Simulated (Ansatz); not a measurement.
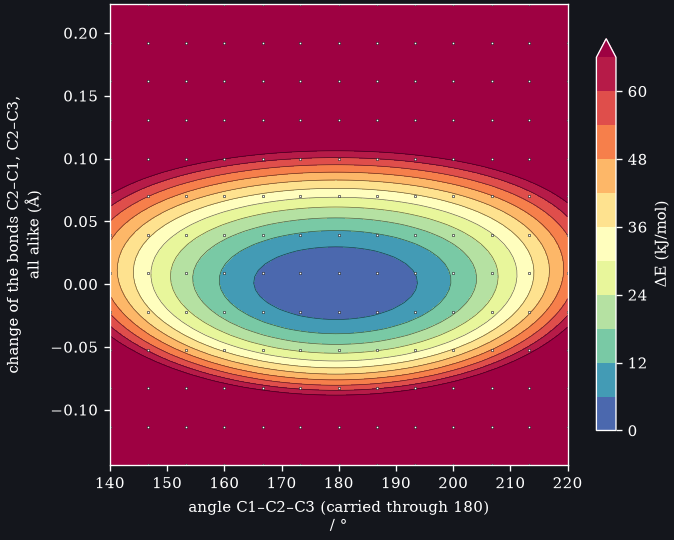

C4H3F, SMILES C#CC(=C)F. 
- Coordinates scanned: (1) angle C1–C2–C3 (carried through 180); (2) change of the bonds C2–C1, C2–C3, all alike.
- Nothing is relaxed (all other coordinates rigid).
- The grid has 13 × 13 points.
- Points are written as (first, second).
- All energies are given in kJ/mol relative to the relaxed molecule at the same level.
- These are results of Ansatz 0.2.0, RKS B3LYP-D4/def2-TZVP, not measurements.

Drawn: filled contours, dots at the grid points, one colour for all values above the top of the scale. Between grid points the surface is interpolated.

Estimate the position of the minimum and the force constants in these coordinates.

The interpolated minimum is at the first coordinate ≈ 179.5°, the second coordinate ≈ 0.000 Å. The curvatures there are about 2 eV/rad² and 148 eV/Å², with a cross term of about 0 eV/(rad·Å). Round the minimum the two coordinates are nearly uncoupled. (1 eV is 96.5 kJ/mol.)
